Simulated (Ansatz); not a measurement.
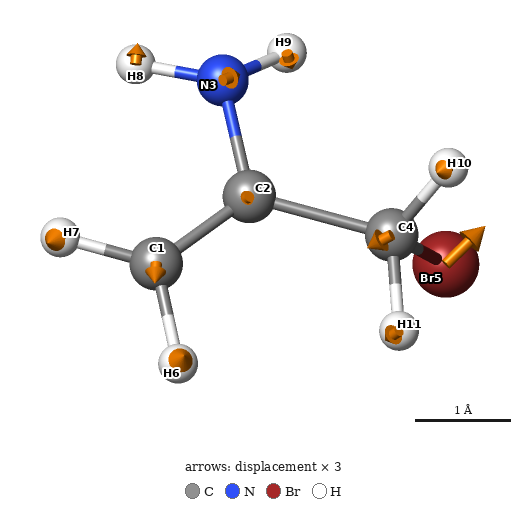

This is a relaxation of C3H6BrN (coarse preliminary run). The starting structure is drawn; orange arrows show the displacements, 3 times their true length. The two geometries are superimposed by the best rigid fit.

The picture is a ball-and-stick view, seen at a tilt.

The start comes from a force field.

Level of theory: Ansatz, RKS PBE-D4/def2-SVP. (force threshold 0.03 eV/Å; at most 200 steps)

Which element moves most?

Bromine: up to 0.20 Å, against 0.11 Å for hydrogen.

Describe the change and its energy.

The energy falls by 0.693 eV in 5 accepted moves (6 points after the start). Largest force component: 5.1 eV/Å at the start, 0.022 eV/Å at the end. The line search rejected the trial step at point 3 of the run. Br5 moves most after the best rigid fit: 0.20 Å. Largest moves by element: Br 0.20 Å, H 0.11 Å, C 0.11 Å, N 0.09 Å. Some distances before and after: C4–H10 1.017 → 1.106 Å, N3–H9 1.085 → 1.026 Å, C1–H6 1.154 → 1.097 Å, C4–Br5 1.939 → 1.995 Å. Among the angles between lasting bonds that change: C1–C2–N3 118.6° → 125.3°, Br5–C4–H10 109.2° → 103.8°, C2–C4–Br5 107.1° → 111.9°.
